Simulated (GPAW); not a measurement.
## Ca2H3Br (P-3m1): one start, several treatments of the self-energy

Aim: compare treatments of exchange, screening and correlation for the gap of Ca2H3Br (P-3m1).

Program: GPAW 26.7.0. Level of theory: LDA and many-body steps on it, plane waves. Results are calculated unless marked as measured.

## (1) Starting point

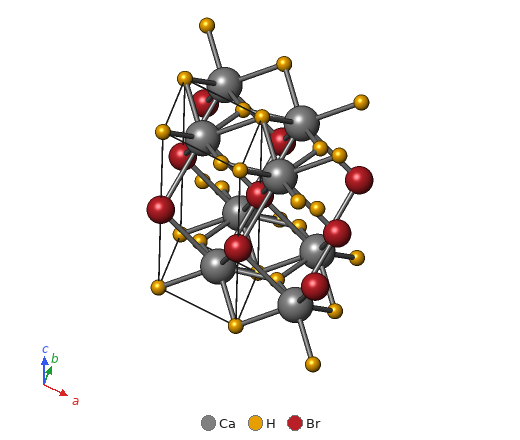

The starting structure, seen slightly off an axis (calcium grey, hydrogen orange, bromine red). 2×2×1 cells are drawn. Bonds to atoms that aren't drawn are left out. Some periodic images of atoms are drawn too.

Coordinates:

```cif
data_structure
_symmetry_space_group_name_H-M 'P 1'
_symmetry_Int_Tables_number 1
_cell_length_a 3.9029
_cell_length_b 3.9029
_cell_length_c 6.8535
_cell_angle_alpha 90.000
_cell_angle_beta 90.000
_cell_angle_gamma 120.000
_cell_volume 90.41
loop_
_atom_site_label
_atom_site_type_symbol
_atom_site_fract_x
_atom_site_fract_y
_atom_site_fract_z
_atom_site_occupancy
Ca1 Ca 0.66667 0.33333 0.18576 1
Ca2 Ca 0.33333 0.66667 0.81424 1
H3 H 0.66667 0.33333 0.85048 1
H4 H 0.33333 0.66667 0.14952 1
H5 H 0.00000 0.00000 0.00000 1
Br6 Br 0.00000 0.00000 0.50000 1
```

The cell and positions are those that the Materials Project relaxed with its own functionals (PBE, PBE+U or r2SCAN), kept fixed.

## (2) Empty states on the mesh, 3×3×2 mesh, 425 bands

This step: GPAW 26.7.0; DFT, LDA, plane waves, PAW.

The sums over transitions need many empty states on a uniform mesh; this step solves for them.

Contents of run.py:

```python
import json
import numpy as np
from gpaw.mpi import world
from gpaw import GPAW

calc = GPAW('gs.gpw').fixed_density(kpts={'size': (3, 3, 2), 'gamma': True},
    parallel={'domain': 1, 'band': 1},
    txt='nscf.txt')
calc.diagonalize_full_hamiltonian(nbands=425)
calc.write('full.gpw', mode='all')
res = {}
kpts = calc.get_ibz_k_points()
res['kpts'] = kpts
res['eigenvalues'] = [calc.get_eigenvalues(kpt=k) for k in range(len(kpts))]
res['n_electrons'] = calc.get_number_of_electrons()

if world.rank == 0:
    with open('result.json', 'w') as f:
        json.dump(res, f, default=lambda x: x.tolist())
```

The run is started by

```
$ mpirun -n 4 gpaw python run.py
```

Numbers of over 12 decimals in the logs are rounded to 6 here.

The program printed:

```text
Diagonalizing LCAO Hamiltonian
Converting LCAO to pw mode
convergence criteria:
- Maximum integral of absolute [eigenst]ate change: 4e-08 eV^2 / valence electron
maximum number of iterations: 100

SCF iterations
|iter     |     time |      energy | eigst |  dens |
|iter:   1|  |             | +1.76 |       |
|iter:   2|  |             | +0.57 |       |
|iter:   3|  |             | -0.03 |       |
[...]
|iter:  48|  |             | -5.13 |       |
|iter:  49|  |             | -5.23 |       |
[... further lines of this kind ...]
|iter:  67|  |             | -7.52c|       |
SCF steps: 67
  __  _  _
 | _ |_)|_||  |
 |__||  | ||/\| - 26.7.0

Input parameters:
  mode=PW(ecut=600.0),
  convergence={'density': 1e-06, 'bands': -3},
  gpts=array([24, 24, 40]),
  kpts=MonkhorstPack(size=(3, 3, 2), gamma=True),
  maxiter=100,
  nbands=24,
  occupations=Occupations(name='fermi-dirac', width=0.001, fixmagmom=False),
  parallel={'domain': 1, 'band': 1},
  xc=XC(name='LDA')
Matrix size: 3045x3045
# Writing to full.gpw (mode='all')
  [... matrices ...]

timing:  # [seconds]
  Total: 51.321  # ━━━━━━━━━━━━━━━━━━━━━━━━━━━━━━━━━━━━━━━━━━━━━━━━━━━━━━━━━━
```

Run time: 68 s. Hardware: 4 MPI ranks of Arm Neoverse V1, shared host; peak memory 3.3 GiB.

Numbers from this step:

| Quantity | Value |
| --- | --- |
| gap | 1.403 eV |
| k of the valence top | 0, 0, 0.5 |
| k of the conduction bottom | 0.3333, 0, 0.5 |
| least direct gap | 1.523 eV |
| k points computed | 6 |
| lowest point of the top converged band, above the valence top | 148.1014 eV |

On this mesh the gap is 1.403 eV.

## (3) G0W0, Godby-Needs plasmon pole

Now the one-shot GW correction: screening in the RPA, then the self-energy of the levels asked for.

This step: G0W0 on LDA, plane waves, PAW.

Contents of run.py:

```python
import json
import numpy as np
from gpaw.mpi import world
from gpaw.response.g0w0 import G0W0

gw = G0W0('full.gpw',
    filename='gw',
    kpts=[0, 1, 3],
    bands=(13, 17),
    ecut=96,
    nbands=193,
    integrate_gamma='WS',
    ppa=True)
gw.calculate()
res = {mode: {k: v for k, v in r.items() if k != 'sigma_eskwn'}
       for mode, r in gw.all_results.items()}

if world.rank == 0:
    with open('result.json', 'w') as f:
        json.dump(res, f, default=lambda x: x.tolist())
```

The run is started by

```
$ mpirun -n 4 gpaw python run.py
```

The program printed:

```text
Using integrator: PointIntegrator
FrequencyGridDescriptor(from 0.000+0.000j to 0.000+27.211j eV, 2 points)
Nonperiodic BCs:  [False False False]
Using integrator: PointIntegrator
FrequencyGridDescriptor(from 0.000+0.000j to 0.000+27.211j eV, 2 points)
Nonperiodic BCs:  [False False False]
  ___  _ _ _
 |   || | | |
 | | || | | |
 |__ ||_____|
 |___|

BZ k-points: Symmetries present (total): 12

  [... matrices ...]
18 k-points: 3 x 3 x 2 Monkhorst-Pack grid + [0.000000,0.000000,1/4]
6 k-points in the irreducible part of the Brillouin zone
       k-points in crystal coordinates                weights
   0:     0.00000000    0.00000000    0.00000000          1/18
   1:     0.00000000    0.00000000    0.50000000          1/18
   2:     0.33333333    0.00000000    0.00000000          6/18
   3:     0.33333333    0.00000000    0.50000000          6/18
   4:     0.33333333    0.33333333    0.00000000          2/18
   5:     0.33333333    0.33333333    0.50000000          2/18

Distributing spins, k-points and bands (1 x 3 x 4) over 4 processes
Number of blocks: 1

Quasi particle states:
k-points (IBZ indices): [0, 1, 3]
Band range: (13, 17)
  [... matrices ...]
Computational parameters:
Plane wave cut-off: 96 eV
Number of bands: 193
Coulomb cutoff: None
Broadening: 0.1 eV

fxc modes: GW
Kernel: RPA
Using Godby-Needs plasmon-pole approximation:
  Fitting energy: i*E0, E0 = 1.000 Hartree
Summing all q:

Calculating screened Coulomb potential
No Coulomb truncation
FrequencyGridDescriptor(from 0.000+0.000j to 0.000+27.211j eV, 2 points)
Removing empty qpoint cache files...

Calculating chi0 body with:
    Ground state adapter containing:
    Number of spins: 1
    Number of kpoints: 18
    Number of irreducible kpoints: 6
    Number of completely occupied states: 15
    Number of partially occupied states: 15
    Occupied states memory: 5.2734375 M / cpu

    Linear response parametrization:
    q_c: [0.0, 0.0, 0.0]
    Number of frequency points: 2
    Planewave cutoff: 96.0
    Number of bands: 193
    Number of planewaves: 209
    Broadening (eta): 1e-06
    comm.size: 4
    kncomm.size: 4
    blockcomm.size: 1

    Memory estimate of potentially large arrays:
        chi0_wGG: 1.333038 M / cpu
Integrating chi0 body.

Symmetries of q_c:
    Direct symmetries (Uq -> q): 12
    Indirect symmetries (TUq -> q): 0
In total 12 allowed symmetries.

  [... matrices ...]
6 groups of equivalent kpoints. 66.666667% reduction.

Integral kind: response function
Integrating chi0 head and wings.

Symmetries of q_c:
    Direct symmetries (Uq -> q): 12
    Indirect symmetries (TUq -> q): 0
In total 12 allowed symmetries.

  [... matrices ...]
6 groups of equivalent kpoints. 66.666667% reduction.

Integral kind: response function wings

Calculating chi0 body with:
    Ground state adapter containing:
    Number of spins: 1
    Number of kpoints: 18
    Number of irreducible kpoints: 6
    Number of completely occupied states: 15
    Number of partially occupied states: 15
    Occupied states memory: 5.2734375 M / cpu

[... the further q-points ...]

Results:
f:      Occupation numbers
eps:     KS-eigenvalues [eV]
vxc:     KS vxc [eV]
exx:     Exact exchange [eV]
sigma:   Self-energies [eV]
dsigma:  Self-energy derivatives
Z:       Renormalization factors
qp:      QP-energies [eV]

k-point 0 (0): (0.000, 0.000, 0.000)                GW
band       f     eps     vxc     exx   sigma  dsigma       Z      qp
                                                                   GW
  13   1.000   2.181 -13.423 -16.414   2.026  -0.277   0.783   1.425
  14   1.000   4.994 -11.217 -13.291   1.111  -0.266   0.790   4.232
  15   0.000   7.245 -14.419  -7.430  -4.629  -0.247   0.802   9.136
  16   0.000   7.245 -14.419  -7.430  -4.629  -0.247   0.802   9.136

k-point 1 (1): (0.000, 0.000, 0.500)                GW
band       f     eps     vxc     exx   sigma  dsigma       Z      qp
                                                                   GW
  13   1.000   1.316 -16.352 -19.753   2.377  -0.251   0.799   0.497
  14   1.000   5.269 -11.507 -13.873   1.272  -0.271   0.787   4.408
[...]
k-point 2 (3): (0.333, 0.000, 0.500)                GW
band       f     eps     vxc     exx   sigma  dsigma       Z      qp
                                                                   GW
[...]
14   1.000   2.636 -11.364 -13.936   1.698  -0.287   0.777   1.957
  15   0.000   6.672 -12.328  -6.564  -4.247  -0.232   0.812   7.903
  16   0.000   7.053 -12.500  -6.455  -4.264  -0.233   0.811   8.498
```

Wall time 41 s (4 MPI ranks); peak memory 1.5 GiB.

Numbers from this step:

* G0W0 gap on the points computed: 3.422 eV
* least direct G0W0 gap on the computed points: 3.422 eV
* Z at the valence top: 0.7867
* Z at the conduction bottom: 0.8225
* starting gap on the mesh: 1.403 eV
* k of the valence top: 0, 0, 0.5
* k of the conduction bottom: 0, 0, 0.5

The gap on the mesh goes from 1.40 eV to 3.42 eV, a correction of +2.02 eV.

## (4) One-shot HSE06

This step: one-shot HSE06 levels on LDA orbitals, plane waves, PAW.

Contents of run.py:

```python
import json
import numpy as np
from gpaw.mpi import world
from gpaw.hybrids.eigenvalues import non_self_consistent_eigenvalues

dft, vxc, vxc_hyb = non_self_consistent_eigenvalues('full.gpw', 'HSE06', 13, 17, kpt_indices=[0, 1, 3])
res = {'dft': dft[0], 'hybrid': (dft - vxc + vxc_hyb)[0]}
if world.rank == 0:
    with open('hybrid.txt', 'w') as f:
        for k, e0, e1 in zip([0, 1, 3], res['dft'], res['hybrid']):
            print(k, ' '.join(f'{x:9.4f}' for x in e0), '|', ' '.join(f'{x:9.4f}' for x in e1), file=f)

if world.rank == 0:
    with open('result.json', 'w') as f:
        json.dump(res, f, default=lambda x: x.tolist())
```

The run is started by

```
$ mpirun -n 4 gpaw python run.py
```

The program printed:

```text
IBZ(<points: 6, symmetries: 12>)
Occupied bands: 15
Transforming wave functions from IBZ to BZ: 0.016 seconds
Distributing wave functions and iFFT-ing to real space: 0.128 seconds
Calculating eigenvalues:
  k-points: 3
  Bands: 13-16 (inclusive)
  Seconds: 0.705 (wave-function broadcasting: 0.020 seconds)
HSE06-eigenvalue shifts:
  min: -0.729 eV
  ave: 0.264 eV
  max: 1.275 eV
```

Wall time 3.6 s (4 MPI ranks); peak memory 0.48 GiB; 14 s of CPU time.

This step gave:

- starting gap on the mesh: 1.403 eV
- hybrid gap on the mesh: 3.021 eV
- least direct hybrid gap on the computed points: 3.068 eV

## (5) G0W0, extrapolated in the cutoff

This step: G0W0 on LDA, plane waves, PAW.

Contents of run.py:

```python
import json
import numpy as np
from gpaw.mpi import world
from gpaw.response.g0w0 import G0W0

gw = G0W0('full.gpw',
    filename='gw',
    kpts=[0, 1, 3],
    bands=(13, 17),
    ecut=160.0,
    integrate_gamma='WS',
    ppa=True,
    ecut_extrapolation=True)
gw.calculate()
res = {mode: {k: v for k, v in r.items() if k != 'sigma_eskwn'}
       for mode, r in gw.all_results.items()}

if world.rank == 0:
    with open('result.json', 'w') as f:
        json.dump(res, f, default=lambda x: x.tolist())
```

The run is started by

```
$ mpirun -n 4 gpaw python run.py
```

The program printed:

```text
Using integrator: PointIntegrator
FrequencyGridDescriptor(from 0.000+0.000j to 0.000+27.211j eV, 2 points)
Nonperiodic BCs:  [False False False]
Using integrator: PointIntegrator
FrequencyGridDescriptor(from 0.000+0.000j to 0.000+27.211j eV, 2 points)
Nonperiodic BCs:  [False False False]
  ___  _ _ _
 |   || | | |
 | | || | | |
 |__ ||_____|
 |___|

BZ k-points: Symmetries present (total): 12

  [... matrices ...]
18 k-points: 3 x 3 x 2 Monkhorst-Pack grid + [0.000000,0.000000,1/4]
6 k-points in the irreducible part of the Brillouin zone
       k-points in crystal coordinates                weights
   0:     0.00000000    0.00000000    0.00000000          1/18
   1:     0.00000000    0.00000000    0.50000000          1/18
   2:     0.33333333    0.00000000    0.00000000          6/18
   3:     0.33333333    0.00000000    0.50000000          6/18
   4:     0.33333333    0.33333333    0.00000000          2/18
   5:     0.33333333    0.33333333    0.50000000          2/18

Distributing spins, k-points and bands (1 x 3 x 4) over 4 processes
Number of blocks: 1

Quasi particle states:
k-points (IBZ indices): [0, 1, 3]
Band range: (13, 17)
  [... matrices ...]
Computational parameters:
Extrapolating to infinite plane wave cut-off using points at:
  137.884 eV
  147.917 eV
  160.000 eV
Number of bands: 415
Coulomb cutoff: None
Broadening: 0.1 eV

fxc modes: GW
Kernel: RPA
Using Godby-Needs plasmon-pole approximation:
  Fitting energy: i*E0, E0 = 1.000 Hartree
Summing all q:

Calculating screened Coulomb potential
No Coulomb truncation
FrequencyGridDescriptor(from 0.000+0.000j to 0.000+27.211j eV, 2 points)
Removing empty qpoint cache files...

Calculating chi0 body with:
    Ground state adapter containing:
    Number of spins: 1
    Number of kpoints: 18
[...]
6 groups of equivalent kpoints. 66.666667% reduction.

Integral kind: response function
Integrating chi0 head and wings.

Symmetries of q_c:
    Direct symmetries (Uq -> q): 12
    Indirect symmetries (TUq -> q): 0
In total 12 allowed symmetries.

  [... matrices ...]
6 groups of equivalent kpoints. 66.666667% reduction.

Integral kind: response function wings

Calculating chi0 body with:
    Ground state adapter containing:
    Number of spins: 1
    Number of kpoints: 18
    Number of irreducible kpoints: 6
    Number of completely occupied states: 15
    Number of partially occupied states: 15
    Occupied states memory: 5.2734375 M / cpu

[... the further q-points ...]
Extrapolating selfenergy to infinite energy cutoff:
  Performing linear fit to 3 points
  Warning: Bad quality of linear fit for some (n,k).
           Higher cutoff might be necessary.
  Minimum R^2 = 0.3877. (R^2 Should be close to 1)
  [... matrices ...]
Results:
f:      Occupation numbers
eps:     KS-eigenvalues [eV]
vxc:     KS vxc [eV]
exx:     Exact exchange [eV]
sigma:   Self-energies [eV]
dsigma:  Self-energy derivatives
Z:       Renormalization factors
qp:      QP-energies [eV]

k-point 0 (0): (0.000, 0.000, 0.000)                GW
band       f     eps     vxc     exx   sigma  dsigma       Z      qp
                                                                   GW
  13   1.000   2.181 -13.423 -16.414   1.620  -0.261   0.793   1.094
  14   1.000   4.994 -11.217 -13.291   0.730  -0.272   0.786   3.936
  15   0.000   7.245 -14.419  -7.430  -4.889  -0.252   0.799   8.922
[...]
k-point 1 (1): (0.000, 0.000, 0.500)                GW
band       f     eps     vxc     exx   sigma  dsigma       Z      qp
                                                                   GW
[...]
k-point 2 (3): (0.333, 0.000, 0.500)                GW
band       f     eps     vxc     exx   sigma  dsigma       Z      qp
                                                                   GW
[...]
15   0.000   6.672 -12.328  -6.564  -4.466  -0.235   0.809   7.723
  16   0.000   7.053 -12.500  -6.455  -4.481  -0.236   0.809   8.318
```

It took 5 min on 4 MPI ranks; peak memory 2.1 GiB.

Numbers from this step:

```
quasiparticle gap on the points computed              : 3.572 eV
least direct quasiparticle gap on the computed points : 3.572 eV
Z at the valence top                                  : 0.7830
Z at the conduction bottom                            : 0.8206
starting gap on the mesh                              : 1.403 eV
k of the valence top                                  : 0, 0, 0.5
k of the conduction bottom                            : 0, 0, 0.5
gaps at the cutoffs of the extrapolation              : 3.491, 3.499, 3.508 eV
```

Against G0W0 in GPAW (3×3×2 mesh, 193 bands, screening to 96 eV, Godby-Needs plasmon pole), the gap moves by +0.150 eV.

(Part 1 of 2 ends here.)

[Paths, hosts, dates, memory and timing lines, banners, echoed tables and standing remarks are left out of the program output.]

[Logs are printed without paths, hosts, clocks, repeated set-up lines and the standing remarks that a program may print on its own settings, such as how far it seeks lower states.]

[Runs of the session that timed out or met a known fault of the program may be left out.]

[Hosts, paths, dates, database ids (printed as entryN), source tags and the programs' standing remarks are cut or masked in the printed files.]
